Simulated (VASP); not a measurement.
```yaml
crystal:
  lattice:
    - [1.79855, -3.11517, 0.00000]
    - [1.79855, 3.11517, 0.00000]
    - [0.00000, 0.00000, 5.48304]
  atoms:
    - { symbol: Dy, position: [0.33333, 0.66667, 0.25000] }
    - { symbol: Dy, position: [0.66667, 0.33333, 0.75000] }
```

Calculation: SCAN meta-GGA, VASP's PBE PAW potentials (set 64) (plane waves; VASP). Numerical set-up: 520 eV cut-off, 13×13×8 Γ-centred mesh, tetrahedra with Blöchl corrections, potentials Dy_3.

The 4f electrons are frozen in the core of the lanthanide potential, so 4f levels, which can set the real gap, and their magnetism are missing.

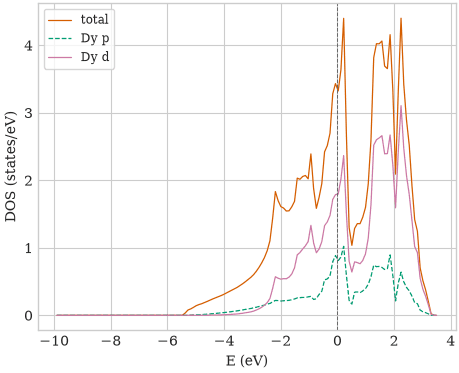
*Total and projected density of states, zero at the Fermi level*

Within 2 eV below the Fermi level the largest weight inside VASP's projection spheres is Dy d, then Dy p.

It has no gap at this level: it comes out as a metal or semimetal.

The compound is Dy in the hcp structure. It was relaxed first.
